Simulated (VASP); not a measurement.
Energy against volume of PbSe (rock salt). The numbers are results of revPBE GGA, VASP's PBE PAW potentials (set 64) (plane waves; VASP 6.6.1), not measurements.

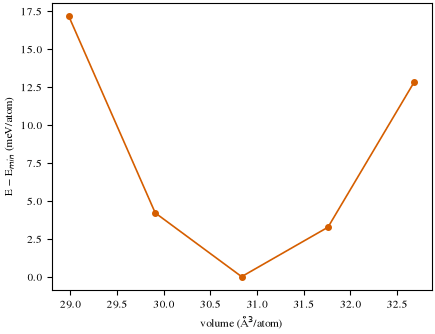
Energy against volume

Question: Estimate the equilibrium volume and the bulk modulus.

Answer: The minimum lies near 30.9 Å³/atom, and the curvature gives B0 of about 43 GPa.

Measured: a 6.105 Å at 120 K (computed value off by +2.8 %), as given by Noda, Masumoto, Ohba, Saito, Toriumi, Iwata, Shibuya, Acta Cryst. C 43, 1443 (1987), by a structure database's card. The calculation is for a static lattice, while the measured a holds thermal and zero-point effects, which are part of the difference.

The compound is PbSe in the rock salt structure. It was relaxed first, which changed the volume by +8 %.
